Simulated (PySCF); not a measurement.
**C5H4F6O2: one change and its effect**

System: C5H4F6O2 (MeOCOCH(CF3)2), SMILES COC(=O)C(C(F)(F)F)C(F)(F)F.
Method of run A: GIAO PBE0/pcSseg-1 NMR shielding, non-relativistic, IEF-PCM chloroform (PySCF 2.14.0).

The geometry comes from this level: PBE0-D3(BJ)/def2-SVP. Text and figures count atoms from 1; the logs count them from 0 in places.

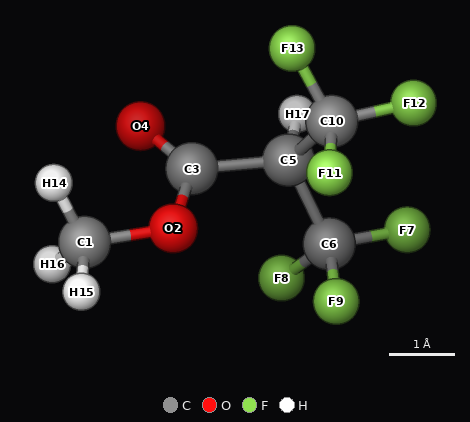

**Figure 1.** The input geometry (ball-and-stick view, seen at a tilt; atoms are numbered from 1 in the order of the input). Bond lengths as drawn: C–C 1.52 to 1.53 Å, C–F 1.33 to 1.34 Å, C–H 1.10 Å and C–O 1.20 to 1.42 Å.

## The input, run A
```
{"job": {"kind": "nmr", "xc": "PBE0", "basis": "pcSseg-1", "solvent": "chloroform", "pop": false}, "charge": 0, "multiplicity": 1}
C      2.522418     0.437142     0.756386
O      1.118328     0.266529     0.612715
C      0.689801    -0.053951    -0.599357
O      1.387936    -0.215671    -1.559097
C     -0.827724    -0.196281    -0.632350
C     -1.533482     1.090701    -0.213917
F     -2.811855     1.065538    -0.584211
F     -0.954030     2.128297    -0.822556
F     -1.488391     1.306114     1.093166
C     -1.297943    -1.426429     0.138142
F     -1.095378    -1.324064     1.444358
F     -2.596030    -1.639929    -0.061392
F     -0.631858    -2.498321    -0.297372
H      3.053324    -0.481403     0.469312
H      2.694023     0.666311     1.813472
H      2.875129     1.262624     0.121779
H     -1.088744    -0.369617    -1.684631
```

The first line tells a small driver script what to run in PySCF; the rest is the geometry in Å.

Command:
```bash
OMP_NUM_THREADS=1 python <driver script> task.json out
```

Hardware: 1 CPU thread, shared host.

## Output (run A)
```
coarse grid: 16600 points
cycle   1  E = -940.9515693724  dE =  2.554e+00  |g| = 1.485e+00  |ddm| = 3.696e+00
cycle   2  E = -940.2916401299  dE =  6.599e-01  |g| = 2.511e+00  |ddm| = 2.341e+00
cycle   3  E = -941.3106241600  dE = -1.019e+00  |g| = 3.235e-01  |ddm| = 1.712e+00
cycle   4  E = -941.3271948995  dE = -1.657e-02  |g| = 1.319e-01  |ddm| = 2.621e-01
cycle   5  E = -941.3299511958  dE = -2.756e-03  |g| = 3.150e-02  |ddm| = 8.077e-02
cycle   6  E = -941.3301446851  dE = -1.935e-04  |g| = 6.481e-03  |ddm| = 2.557e-02
cycle   7  E = -941.3301519073  dE = -7.222e-06  |g| = 2.118e-03  |ddm| = 4.384e-03
final grid: 169568 points
cycle   8  E = -941.4653310384  dE = -5.976e-05  |g| = 1.508e-02  |ddm| = 3.053e-02
cycle   9  E = -941.4652745598  dE =  5.648e-05  |g| = 2.369e-02  |ddm| = 2.192e-02
cycle  10  E = -941.4653694728  dE = -9.491e-05  |g| = 2.236e-03  |ddm| = 1.383e-02
cycle  11  E = -941.4653703288  dE = -8.560e-07  |g| = 5.479e-04  |ddm| = 1.483e-03
cycle  12  E = -941.4653703721  dE = -4.329e-08  |g| = 2.195e-04  |ddm| = 4.389e-04
cycle  13  E = -941.4653703822  dE = -1.011e-08  |g| = 2.580e-05  |ddm| = 1.528e-04
cycle  14  E = -941.4653703824  dE = -1.180e-10  |g| = 7.385e-06  |ddm| = 2.233e-05
converged SCF energy = -941.4653703824

GIAO shielding tensors (ppm)
atom      isotropic    diamagn.    paramagn.     s11        s22        s33       span
  0 C      129.914     243.005    -113.090     97.289    113.921    178.534     81.245
  1 O      131.905     404.321    -272.416    -58.836    211.703    242.847    301.684
  2 C       17.341     251.700    -234.359    -83.912     62.658     73.278    157.189
  3 O     -125.118     402.704    -527.822   -407.855   -245.801    278.301    686.156
  4 C      126.544     254.900    -128.356    119.619    124.023    135.991     16.372
  5 C       57.426     241.381    -183.955     51.502     59.339     61.437      9.935
  6 F      247.509     469.903    -222.394    170.196    243.056    329.274    159.078
  7 F      250.951     474.784    -223.832    176.642    240.130    336.083    159.441
  8 F      261.069     475.226    -214.157    185.873    271.019    326.315    140.442
  9 C       57.465     241.779    -184.313     51.681     59.128     61.587      9.906
 10 F      260.250     475.699    -215.450    184.696    270.338    325.715    141.019
 11 F      250.774     470.134    -219.360    173.412    249.316    329.594    156.181
 12 F      249.232     474.238    -225.006    172.538    240.780    334.380    161.843
 13 H       27.307      27.851      -0.544     23.373     25.026     33.521     10.149
 14 H       27.243      27.587      -0.344     23.190     25.559     32.979      9.790
 15 H       27.377      27.771      -0.395     23.335     25.076     33.719     10.384
 16 H       27.506      30.637      -3.131     25.940     26.821     29.756      3.816
```

The input of run B differs as follows (lines with − go, lines with + come):
```diff
-"xc": "PBE0"
+"xc": "wB97X-D"
```

How does run B compare with run A?

The total energies belong to different methods, so their difference says nothing on which is more stable or more accurate. The HOMO goes from −8.92 to −10.90 eV. The LUMO goes from −0.59 to 1.26 eV. Of all shieldings, the largest change is that of O2, by +4.2 ppm. The functional changes from PBE0 to wB97X-D. The number of SCF iterations is the same.

## Output (run B)
```
coarse grid: 16600 points
cycle   1  E = -941.5065936060  dE =  2.831e+00  |g| = 1.641e+00  |ddm| = 3.634e+00
cycle   2  E = -941.2726937721  dE =  2.339e-01  |g| = 2.142e+00  |ddm| = 2.041e+00
cycle   3  E = -941.9816830183  dE = -7.090e-01  |g| = 1.951e-01  |ddm| = 1.227e+00
cycle   4  E = -941.9868605757  dE = -5.178e-03  |g| = 1.030e-01  |ddm| = 1.491e-01
cycle   5  E = -941.9885743419  dE = -1.714e-03  |g| = 2.056e-02  |ddm| = 6.149e-02
cycle   6  E = -941.9886553559  dE = -8.101e-05  |g| = 4.863e-03  |ddm| = 1.737e-02
cycle   7  E = -941.9886617221  dE = -6.366e-06  |g| = 1.549e-03  |ddm| = 5.351e-03
final grid: 169568 points
cycle   8  E = -942.1244070244  dE = -2.349e-04  |g| = 1.096e-02  |ddm| = 4.694e-02
cycle   9  E = -942.1244095631  dE = -2.539e-06  |g| = 1.070e-02  |ddm| = 1.169e-02
cycle  10  E = -942.1244242694  dE = -1.471e-05  |g| = 9.431e-04  |ddm| = 5.201e-03
cycle  11  E = -942.1244244363  dE = -1.669e-07  |g| = 3.926e-04  |ddm| = 9.378e-04
cycle  12  E = -942.1244244675  dE = -3.121e-08  |g| = 8.475e-05  |ddm| = 3.779e-04
cycle  13  E = -942.1244244690  dE = -1.499e-09  |g| = 4.079e-05  |ddm| = 8.842e-05
cycle  14  E = -942.1244244693  dE = -3.702e-10  |g| = 1.268e-05  |ddm| = 5.369e-05
converged SCF energy = -942.1244244693

GIAO shielding tensors (ppm)
atom      isotropic    diamagn.    paramagn.     s11        s22        s33       span
  0 C      129.469     242.750    -113.281     97.332    113.277    177.797     80.466
  1 O      136.100     405.222    -269.122    -54.529    218.315    244.516    299.045
  2 C       16.379     251.985    -235.606    -85.519     61.047     73.608    159.128
  3 O     -122.488     403.449    -525.937   -406.001   -243.857    282.394    688.395
  4 C      125.769     255.031    -129.262    118.892    123.402    135.012     16.120
  5 C       57.687     241.803    -184.116     52.101     59.449     61.511      9.410
  6 F      251.077     470.220    -219.143    172.930    247.365    332.936    160.007
  7 F      254.517     475.154    -220.636    179.125    244.501    339.926    160.801
  8 F      263.659     475.600    -211.941    187.449    274.029    329.499    142.050
  9 C       57.737     242.199    -184.462     52.268     59.290     61.652      9.383
 10 F      262.879     476.072    -213.193    186.338    273.333    328.965    142.626
 11 F      254.316     470.446    -216.129    176.141    253.579    333.228    157.087
 12 F      252.859     474.597    -221.738    175.276    245.080    338.221    162.945
 13 H       27.423      28.019      -0.596     23.515     25.148     33.605     10.090
 14 H       27.354      27.653      -0.299     23.258     25.687     33.118      9.860
 15 H       27.492      27.931      -0.440     23.479     25.193     33.804     10.325
 16 H       27.621      30.684      -3.063     26.051     26.923     29.890      3.839
```

## The two runs side by side

| quantity | run A | run B |
| --- | --- | --- |
| outcome | converged | converged |
| total energy (hartree) | −941.465370 | −942.124424 |
| HOMO (eV) | −8.92 | −10.90 |
| LUMO (eV) | −0.59 | 1.26 |
| dipole moment (D) | 2.01 | 2.03 |
| shielding of O2 (ppm) | 131.9 | 136.1 |
| shielding of O4 (ppm) | −125.1 | −122.5 |
| shielding of F7 (ppm) | 247.5 | 251.1 |
| shielding of F8 (ppm) | 251.0 | 254.5 |
| shielding of F11 (ppm) | 260.2 | 262.9 |
| shielding of F12 (ppm) | 250.8 | 254.3 |
| shielding of F13 (ppm) | 249.2 | 252.9 |
| SCF iterations | 14 | 14 |
| basis functions | 241 | 241 |
| wall time (shared host) | 2.3 min | 3.1 min |
